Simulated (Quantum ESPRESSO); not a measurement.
# CuSiO3: which magnetic order is lowest

A self-consistent run ends on one state, which hangs on the start. Several orders of CuSiO3 are started in Quantum ESPRESSO and their energies compared.

Program: Quantum ESPRESSO 7.5. Level of theory: LDA with U = 6 eV on Cu d (ortho-atomic projectors); plane waves with GBRV 1.5 LDA potentials, no spin-orbit coupling. Results are calculated unless marked as measured.

### 1. Set-up

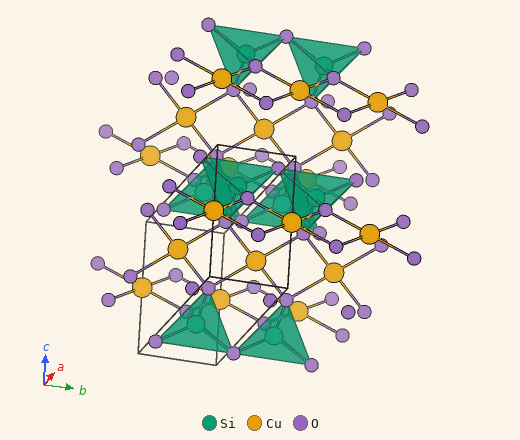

The cell as given, from a free direction (silicon teal, copper orange, oxygen purple). 1×2×2 cells are drawn. Bonds to atoms that aren't drawn are left out. Some periodic images of atoms are drawn too.

The cell comes from Materials Project 2023-11-01, a database of computed structures, and need not be the stable phase.

### 2. Run 1 (ferro ++)

The signs are those of the starting moments on the seeded atoms, the atoms that are given a moment.

File pw.in:

```
&CONTROL
  calculation = 'scf'
  prefix = 'pwscf'
  outdir = './tmp'
  pseudo_dir = './pseudo'
  disk_io = 'nowf'
/
&SYSTEM
  ibrav = 0
  nat = 10
  ntyp = 3
  ecutwfc = 40
  ecutrho = 280
  nbnd = 56
  occupations = 'smearing'
  smearing = 'fd'
  degauss = 0.00367493
  nspin = 2
  starting_magnetization(1) = 0
  starting_magnetization(2) = 0.0526
  starting_magnetization(3) = 0
/
&ELECTRONS
  conv_thr = 2d-08
  electron_maxstep = 150
  mixing_beta = 0.3
/
ATOMIC_SPECIES
Si     28.0850 si_lda_v1.uspp.F.UPF
Cu     63.5460 cu_lda_v1.2.uspp.F.UPF
O      15.9990 o_lda_v1.2.uspp.F.UPF
CELL_PARAMETERS angstrom
   8.9581390000    0.0000000000    0.0000000000
   0.0000000000    2.8602530000    0.0000000000
   0.0000000000    0.0000000000    4.9182360000
ATOMIC_POSITIONS crystal
Si      0.7500000000    0.5000000000    0.8778590000
Si      0.2500000000    0.5000000000    0.1221410000
Cu      0.5000000000    0.0000000000    0.5000000000
Cu      0.0000000000    0.0000000000    0.5000000000
O       0.5972540000    0.5000000000    0.6956570000
O       0.4027460000    0.5000000000    0.3043430000
O       0.9027460000    0.5000000000    0.6956570000
O       0.0972540000    0.5000000000    0.3043430000
O       0.2500000000    0.0000000000    0.9452320000
O       0.7500000000    0.0000000000    0.0547680000
K_POINTS automatic
2 8 4 0 0 0
HUBBARD {ortho-atomic}
U Cu-3d 6.0000
```

Launch:

```sh
> OMP_NUM_THREADS=1 mpirun -n 4 pw.x -nk 4 -in pw.in > pw.out
```

The program printed:

```text
Program PWSCF v.7.5 starts

     Message from routine setup:
     using ibrav=0 with symmetry is DISCOURAGED, use correct ibrav instead

     K-points division:     npool     =       4
     Subspace diagonalization in iterative solution of the eigenvalue problem:

     G-vector sticks info
     --------------------
     sticks:   dense  smooth     PW     G-vecs:    dense   smooth      PW
     Sum        2047    1161    357                67303    29045    4961

     Using Slab Decomposition

     bravais-lattice index     =            0
     lattice parameter (alat)  =      16.9284  a.u.
     unit-cell volume          =     850.4097 (a.u.)^3
     number of atoms/cell      =           10
     number of atomic types    =            3
     number of electrons       =        82.00
     number of Kohn-Sham states=           56
     kinetic-energy cutoff     =      40.0000  Ry
     charge density cutoff     =     280.0000  Ry
     scf convergence threshold =      2.0E-08
     mixing beta               =       0.3000
     number of iterations used =            8  plain     mixing
     Exchange-correlation= SLA  PZ   NOGX NOGC
                           (   1   1   0   0   0   0   0)
     Hubbard projectors: ortho-atomic
     Hubbard parameters of DFT+U (Dudarev formulation) in eV:
     U(Cu-3d) =  6.0000

     Internal variables: lda_plus_u =T, lda_plus_u_kind = 0

     Internal variables: orbital_resolved =F, hub_pot_fix =F, apply_U = F

     celldm(1)=  16.928429  celldm(2)=   0.000000  celldm(3)=   0.000000
     celldm(4)=   0.000000  celldm(5)=   0.000000  celldm(6)=   0.000000

     crystal axes: (cart. coord. in units of alat)
               a(1) = (   1.000000   0.000000   0.000000 )
               a(2) = (   0.000000   0.319291   0.000000 )
               a(3) = (   0.000000   0.000000   0.549024 )

     reciprocal axes: (cart. coord. in units 2 pi/alat)
               b(1) = (  1.000000  0.000000  0.000000 )
               b(2) = (  0.000000  3.131939  0.000000 )
               b(3) = (  0.000000  0.000000  1.821413 )

     PseudoPot. # 1 for Si read from file:
     si_lda_v1.uspp.F.UPF
     Pseudo is Ultrasoft + core correction, Zval =  4.0
     Generated by new atomic code, or converted to UPF format
     Using radial grid of  899 points,  6 beta functions with:
                l(1) =   0
                l(2) =   0
                l(3) =   1
                l(4) =   1
                l(5) =   2
                l(6) =   2
     Q(r) pseudized with  8 coefficients,  rinner =    0.900   0.900   0.900
                                                       0.900   0.900

     PseudoPot. # 2 for Cu read from file:
     cu_lda_v1.2.uspp.F.UPF
     Pseudo is Ultrasoft + core correction, Zval = 19.0
     Generated by new atomic code, or converted to UPF format
     Using radial grid of  867 points,  6 beta functions with:
                l(1) =   0
                l(2) =   0
                l(3) =   1
                l(4) =   1
                l(5) =   2
                l(6) =   2
     Q(r) pseudized with  8 coefficients,  rinner =    1.150   1.150   1.150
                                                       1.150   1.150

     PseudoPot. # 3 for O  read from file:
     o_lda_v1.2.uspp.F.UPF
     Pseudo is Ultrasoft + core correction, Zval =  6.0
     Generated by new atomic code, or converted to UPF format
     Using radial grid of  737 points,  5 beta functions with:
                l(1) =   0
                l(2) =   0
                l(3) =   1
                l(4) =   1
                l(5) =   2
     Q(r) pseudized with  8 coefficients,  rinner =    0.900   0.900   0.900
                                                       0.900   0.900

     atomic species   valence    mass     pseudopotential
     Si                4.00    28.08500     Si( 1.00)
     Cu               19.00    63.54600     Cu( 1.00)
     O                 6.00    15.99900     O ( 1.00)

     Starting magnetic structure
     atomic species   magnetization
     Si              0.000
     Cu              0.053
     O               0.000

      8 Sym. Ops., with inversion, found ( 4 have fractional translation)

   Cartesian axes

     site n.     atom                  positions (alat units)
         1        Si     tau(   1) = (   0.7500000   0.1596455   0.4819659  )
         2        Si     tau(   2) = (   0.2500000   0.1596455   0.0670584  )
         3        Cu     tau(   3) = (   0.5000000   0.0000000   0.2745122  )
         4        Cu     tau(   4) = (   0.0000000   0.0000000   0.2745122  )
         5        O      tau(   5) = (   0.5972540   0.1596455   0.3819326  )
         6        O      tau(   6) = (   0.4027460   0.1596455   0.1670917  )
         7        O      tau(   7) = (   0.9027460   0.1596455   0.3819326  )
         8        O      tau(   8) = (   0.0972540   0.1596455   0.1670917  )
         9        O      tau(   9) = (   0.2500000   0.0000000   0.5189553  )
        10        O      tau(  10) = (   0.7500000   0.0000000   0.0300690  )

     number of k points=    30  Fermi-Dirac smearing, width (Ry)=  0.0037
                       cart. coord. in units 2pi/alat
        k(    1) = (   0.0000000   0.0000000   0.0000000), wk =   0.0156250
        k(    2) = (   0.0000000   0.0000000   0.4553533), wk =   0.0312500
        k(    3) = (   0.0000000   0.0000000  -0.9107065), wk =   0.0156250
        k(    4) = (   0.0000000   0.3914924   0.0000000), wk =   0.0312500
        k(    5) = (   0.0000000   0.3914924   0.4553533), wk =   0.0625000
        [... 25 further k-points ...]

     Dense  grid:    67303 G-vectors     FFT dimensions: (  96,  30,  50)

     Smooth grid:    29045 G-vectors     FFT dimensions: (  72,  24,  40)

     Check: negative core charge=   -0.000002
     Generating pointlists ...
     new r_m :   0.0753 (alat units)  1.2750 (a.u.) for type    1
     new r_m :   0.0889 (alat units)  1.5055 (a.u.) for type    2
     new r_m :   0.0753 (alat units)  1.2750 (a.u.) for type    3

     Initial potential from superposition of free atoms

     starting charge      79.9988, renormalised to      82.0000

     STARTING HUBBARD OCCUPATIONS:

     =================== HUBBARD OCCUPATIONS ===================
     ------------------------ ATOM    3 ------------------------
     Tr[ns(  3)] (up, down, total) =   5.00000  3.00000  8.00000
     Atomic magnetic moment for atom   3 =   2.00000
     [... lines left out ...]
     ------------------------ ATOM    4 ------------------------
     Tr[ns(  4)] (up, down, total) =   5.00000  3.00000  8.00000
     Atomic magnetic moment for atom   4 =   2.00000
     [... lines left out ...]
     Number of occupied Hubbard levels =   16.0000

     Atomic wfc used for Hubbard projectors are orthogonalized

     Starting wfcs are   58 randomized atomic wfcs

     Self-consistent Calculation

     iteration #  1     ecut=    40.00 Ry     beta= 0.30
     Davidson diagonalization with overlap
     ethr =  1.00E-02,  avg # of iterations =  4.8

     =================== HUBBARD OCCUPATIONS ===================
     ------------------------ ATOM    3 ------------------------
     Tr[ns(  3)] (up, down, total) =   4.94648  4.22490  9.17138
     Atomic magnetic moment for atom   3 =   0.72158
     [... lines left out ...]
     ------------------------ ATOM    4 ------------------------
     Tr[ns(  4)] (up, down, total) =   4.94648  4.22490  9.17138
     Atomic magnetic moment for atom   4 =   0.72158
     [... lines left out ...]
     Number of occupied Hubbard levels =   18.3428

     total energy              =   -1020.26861580 Ry
     estimated scf accuracy    <       1.13762386 Ry

     total magnetization       =     2.00 Bohr mag/cell
     absolute magnetization    =     2.18 Bohr mag/cell

     iteration #  2     ecut=    40.00 Ry     beta= 0.30
     Davidson diagonalization with overlap
     ethr =  1.39E-03,  avg # of iterations =  2.4

     total energy              =   -1020.37707237 Ry
     estimated scf accuracy    <       0.14770831 Ry

     total magnetization       =     2.00 Bohr mag/cell
     absolute magnetization    =     2.10 Bohr mag/cell

     iteration #  3     ecut=    40.00 Ry     beta= 0.30
     Davidson diagonalization with overlap
     ethr =  1.80E-04,  avg # of iterations =  5.2

     total energy              =   -1020.38063966 Ry
     estimated scf accuracy    <       0.04153034 Ry

     total magnetization       =     2.00 Bohr mag/cell
     absolute magnetization    =     2.11 Bohr mag/cell

     [... further iterations left out ...]

     iteration # 11     ecut=    40.00 Ry     beta= 0.30
     Davidson diagonalization with overlap
     ethr =  9.93E-10,  avg # of iterations =  2.4

     total energy              =   -1020.38400251 Ry
     estimated scf accuracy    <       0.00000008 Ry

     total magnetization       =     2.00 Bohr mag/cell
     absolute magnetization    =     2.15 Bohr mag/cell

     iteration # 12     ecut=    40.00 Ry     beta= 0.30
     Davidson diagonalization with overlap
     ethr =  1.03E-10,  avg # of iterations =  3.5

     total energy              =   -1020.38400256 Ry
     estimated scf accuracy    <       0.00000007 Ry

     total magnetization       =     2.00 Bohr mag/cell
     absolute magnetization    =     2.15 Bohr mag/cell

     iteration # 13     ecut=    40.00 Ry     beta= 0.30
     Davidson diagonalization with overlap
     ethr =  8.81E-11,  avg # of iterations =  1.4

     total energy              =   -1020.38400256 Ry
     estimated scf accuracy    <       0.00000004 Ry

     total magnetization       =     2.00 Bohr mag/cell
     absolute magnetization    =     2.15 Bohr mag/cell

     iteration # 14     ecut=    40.00 Ry     beta= 0.30
     Davidson diagonalization with overlap
     ethr =  4.28E-11,  avg # of iterations =  2.3

     Magnetic moment per site  (integrated on atomic sphere of radius R)
     atom   1 (R=0.075)  charge=  0.5733  magn=  0.0043
     atom   2 (R=0.075)  charge=  0.5733  magn=  0.0043
     atom   3 (R=0.089)  charge= 16.3549  magn=  0.7222
     atom   4 (R=0.089)  charge= 16.3549  magn=  0.7222
     atom   5 (R=0.075)  charge=  4.5510  magn=  0.1069
     atom   6 (R=0.075)  charge=  4.5510  magn=  0.1069
     atom   7 (R=0.075)  charge=  4.5510  magn=  0.1069
     atom   8 (R=0.075)  charge=  4.5510  magn=  0.1069
     atom   9 (R=0.075)  charge=  4.5818  magn=  0.0148
     atom  10 (R=0.075)  charge=  4.5818  magn=  0.0148

     End of self-consistent calculation

     =================== HUBBARD OCCUPATIONS ===================
     ------------------------ ATOM    3 ------------------------
     Tr[ns(  3)] (up, down, total) =   4.94667  4.24020  9.18687
     Atomic magnetic moment for atom   3 =   0.70647
     [... lines left out ...]
     ------------------------ ATOM    4 ------------------------
     Tr[ns(  4)] (up, down, total) =   4.94667  4.24020  9.18687
     Atomic magnetic moment for atom   4 =   0.70647
     [... lines left out ...]
     Number of occupied Hubbard levels =   18.3737

     [... lines left out ...]
     the Fermi energy is     5.8938 ev

!    total energy              =   -1020.38400257 Ry
     estimated scf accuracy    <          5.7E-09 Ry
     smearing contrib. (-TS)   =      -0.00000000 Ry
     internal energy E=F+TS    =   -1020.38400257 Ry

     The total energy is F=E-TS. E is the sum of the following terms:
     one-electron contribution =    -933.23569062 Ry
     hartree contribution      =     501.84676678 Ry
     xc contribution           =    -128.66949192 Ry
     ewald contribution        =    -460.46725011 Ry
     Hubbard energy            =       0.14166329 Ry

     total magnetization       =     2.00 Bohr mag/cell
     absolute magnetization    =     2.15 Bohr mag/cell

     convergence has been achieved in  14 iterations

=------------------------------------------------------------------------------=
   JOB DONE.
=------------------------------------------------------------------------------=
```

Run time: 47 s. Hardware: 4 MPI ranks of Intel Xeon 6975P-C (Granite Rapids), shared host; peak memory 0.76 GiB; 3.1 min of CPU time.

Spin moment in the atom's sphere by atom:

```
atom  spin moment in the atom's sphere (μB)
 Si1                                  0.004
 Si2                                  0.004
 Cu3                                  0.722
 Cu4                                  0.722
  O5                                  0.107
  O6                                  0.107
  O7                                  0.107
  O8                                  0.107
  O9                                  0.015
 O10                                  0.015
```

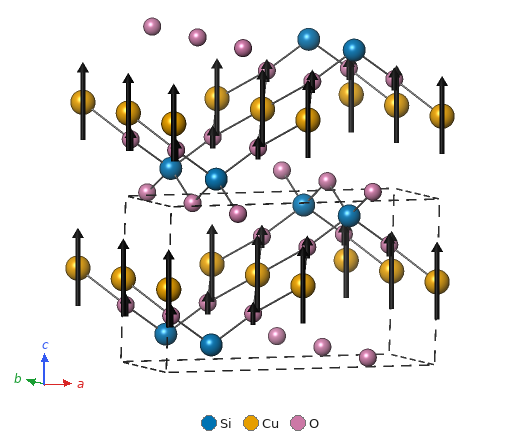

Spin moment in the atom's sphere as arrows, the longest 0.722 μB. Up and down stand for the sign. Arrows give size and sign along the axis of quantisation, drawn up and down the page. Each arrow also spans its atom, so small moments look longer than they are. Bonds to atoms that aren't drawn are left out. 1×2×2 cells are drawn. Some periodic images of atoms are drawn too.

Numbers from this step:

* smearing term TS: 7.28e-9 eV
* magnetization: 2 μB
* absolute magnetization: 2.147 μB
* final state: ferromagnetic

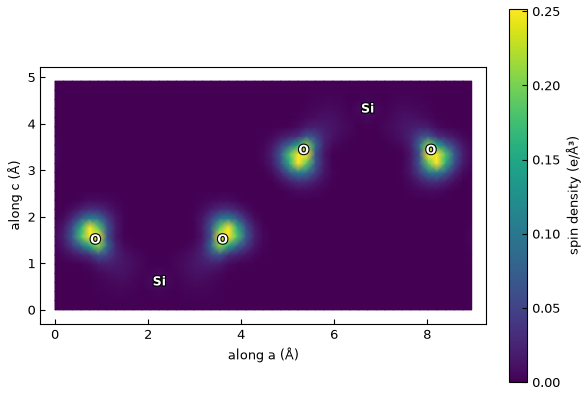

Spin density in the ac plane at fractional y = 0.500, with atoms of Si and O within 0.2 Å of it.

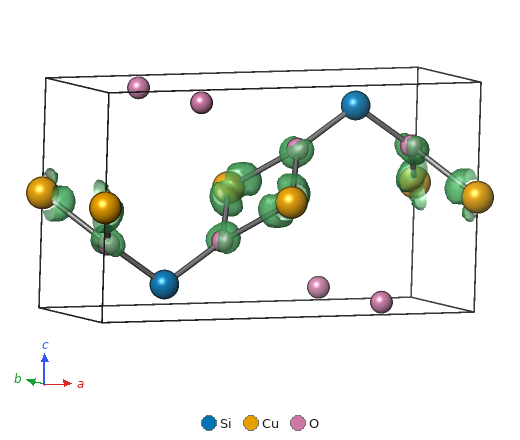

Surface of spin density = 0.15 e/Å³, which holds about 70 % of the integral of its size. Bonds to atoms that aren't drawn are left out.

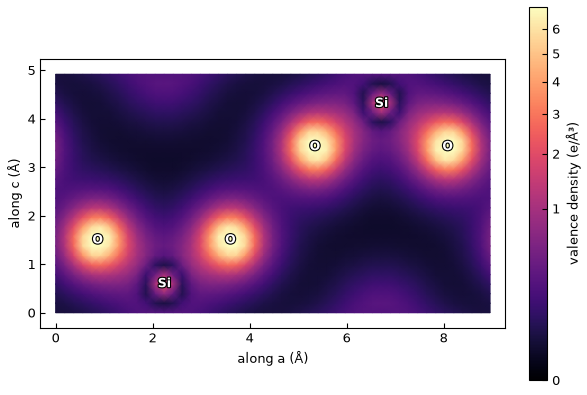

Valence density in the ac plane at fractional y = 0.500, with atoms of Si and O within 0.2 Å of it. It is the smooth field of the valence electrons, not physical close to the nuclei. The colour scale is stretched toward low values.

[end of part 1 of 2]

[Logs and program files are shortened in this print: banners, set-up blocks, solver, clock and traceback lines can be left out without a mark of their own.]

[Logs are printed without paths, hosts, clocks, repeated set-up lines and the standing remarks that a program may print on its own settings, such as how far it seeks lower states.]

[Hosts, paths, dates, database ids (printed as entryN), source tags and the programs' standing remarks are cut or masked in the printed files.]

[Where a cell is said to come from a database of computed structures, the database is the Materials Project.]
